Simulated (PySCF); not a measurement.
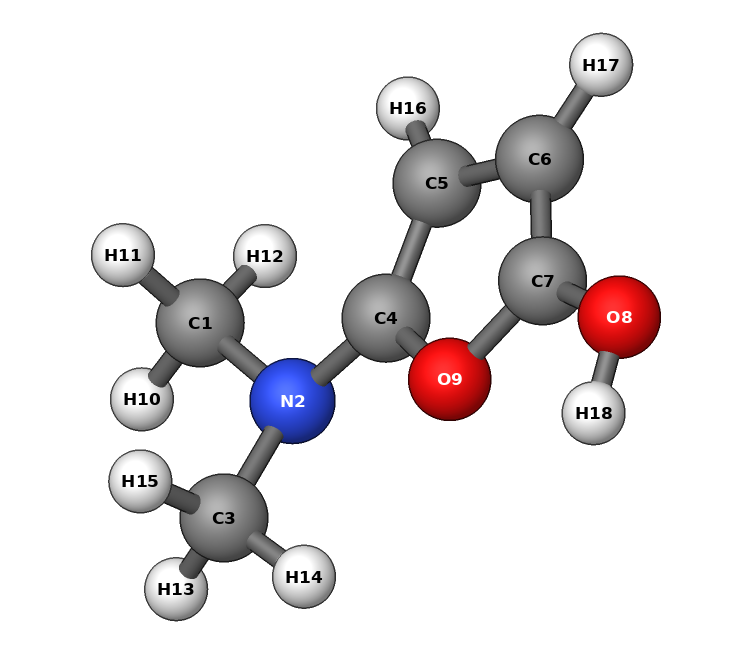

Computed geometry: GFN2-xTB optimisation. No frequency run is at hand to confirm it as a minimum. Properties computed with GIAO PBE0/pcSseg-1 NMR shielding, non-relativistic, gas phase (PySCF 2.14.0). Principal shieldings σ11 ≤ σ22 ≤ σ33, span Ω = σ33 − σ11, skew κ = 3(σiso − σ22)/Ω.

Question: Which O atom has the most anisotropic shielding?

Answer: O9, with a span of 166 ppm.

Give the shielding tensors of the O atoms.

```tsv
atom	σ11	σ22	σ33	σiso	Ω	κ
O8	193.5	241.7	274.4	236.5	80.8	−0.19
O9	4.9	41.7	171.1	72.6	166.3	0.56
```

Shieldings and span in ppm.
